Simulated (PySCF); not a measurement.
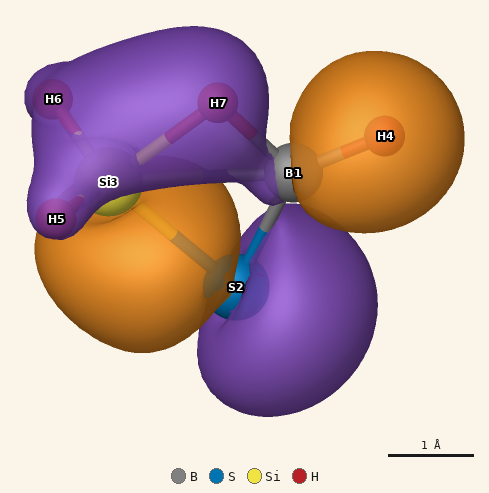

*BH₄SSi (charge +1). The HOMO−1 at ±0.08 Å⁻³ᐟ² (orange and purple are the two phases), seen at a tilt.*

Geometry: PBE0-D3(BJ)/pcseg-1.

These are results of Gaussian-basis quantum chemistry of an isolated molecule with PySCF, energy and nuclear gradient, functional PBE0 (PySCF 2.14.0), not measurements.

Input file:

```
# BH4SSi
from pyscf import gto, dft

mol = gto.Mole()
mol.atom = [
    ('B', (-1.590264, -0.952388, -0.469079)),
    ('S', (-0.856303, 0.585723, -0.130775)),
    ('Si', (-0.873027, -0.682003, 1.568325)),
    ('H', (-2.092706, -1.504492, -1.392309)),
    ('H', (-1.927503, -0.459004, 2.577618)),
    ('H', (0.371947, -1.406305, 1.893471)),
    ('H', (-1.634092, -1.800764, 0.556223)),
]
mol.charge = 1
mol.verbose = 3
mol.max_memory = 3720
mol.spin = 0
mol.basis = 'def2-tzvpd'
mol.build()

ks = dft.RKS(mol, xc='pbe0')
ks = ks.density_fit(auxbasis='def2-universal-jkfit')
ks.conv_tol = 1e-09
ks.grids.level = 3
ks.max_cycle = 100
ks.kernel()
if not ks.converged:
    ks = ks.newton().run(ks.mo_coeff, ks.mo_occ)

e_final = ks.e_tot
print('E = %.10f Eh' % e_final)
grad = ks.nuc_grad_method().kernel()
dip = ks.dip_moment()
pop, q = ks.mulliken_pop()
```

Launched as:

```sh
OMP_NUM_THREADS=2 python calc.py
```

### Describe this orbital and give its energy.

By Hirshfeld shares it lies mainly on S2 (about 45 %), Si3 (about 20 %), B1 (about 15 %), H4 (about 10 %) and H7 (about 5 %). Its energy is −15.52 eV.
